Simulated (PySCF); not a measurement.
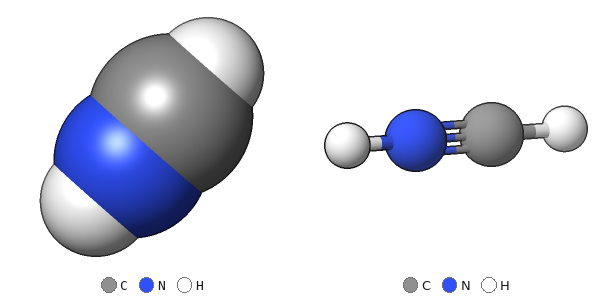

Both panels show the same species.

The species has charge +1 and is a spin singlet.

Description:

Formula CH2N(+). SMILES: `C#[NH+]`. The point group is C∞v. All atoms lie on one line. Coordination: 1 C linear; 1 N linear.

More results for the same structure follow; atom numbers are the same in all pictures, views and colours differ. Computed geometry: PBE0-D3(BJ)/def2-SVP optimisation. No frequency run is at hand to confirm it as a minimum.

Shape

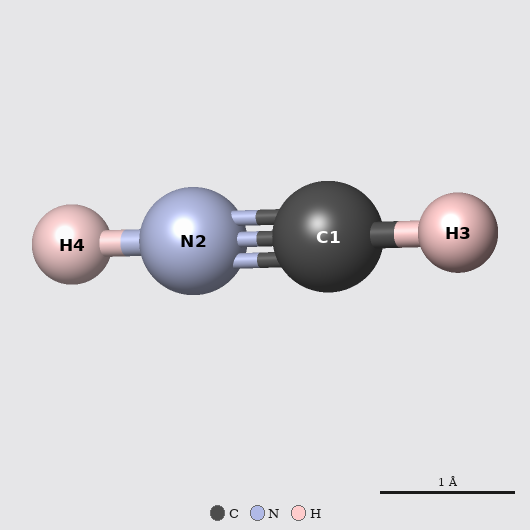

Numbered structure. No frequency run is at hand to confirm it as a minimum.

Which atoms are bonded, and how long are the bonds?

```
 bond  length (Å)   order
C1–N2       1.138  triple
C1–H3       1.096  single
N2–H4       1.024  single
```

Electronic properties

No frequency run is at hand to confirm it as a minimum. Level of theory: B3LYP/6-31G*, gas phase (PySCF 2.14.0).

Computed properties:

- HOMO energy (Kohn–Sham orbital): −19.21 eV
- LUMO energy (Kohn–Sham orbital): −8.27 eV
- HOMO–LUMO gap: 10.94 eV

Spin–spin coupling

No frequency run is at hand to confirm it as a minimum. Level of theory: B3LYP/cc-pVTZ indirect spin-spin coupling, non-relativistic, gas phase (PySCF 2.14.0). Isotopes: 13C, 1H, 15N.

Give the spin–spin coupling constants of these pairs, with the number of bonds between them: C1/N2, C1/H3, N2/H4, C1/H4, N2/H3, H3/H4.

```tsv
pair	bonds apart	J (Hz)
C1, N2	1	−116.9
C1, H3	1	347.6
N2, H4	1	−152.5
C1, H4	2	45.9
N2, H3	2	−24.5
H3, H4	3	9.0
```

Quadrupole coupling

No frequency run is at hand to confirm it as a minimum. Electric field gradients from the ground-state density, B3LYP/def2-TZVP (PySCF 2.14.0), non-relativistic apart from any core potentials.

Give the largest field-gradient component, the quadrupole coupling constant and the asymmetry for 14N at N2 (Q = 20.44 mb).

```csv
atom,V_zz (a.u.),e²qQ/h (MHz),η
N2,−0.120,−0.575,0.00
```
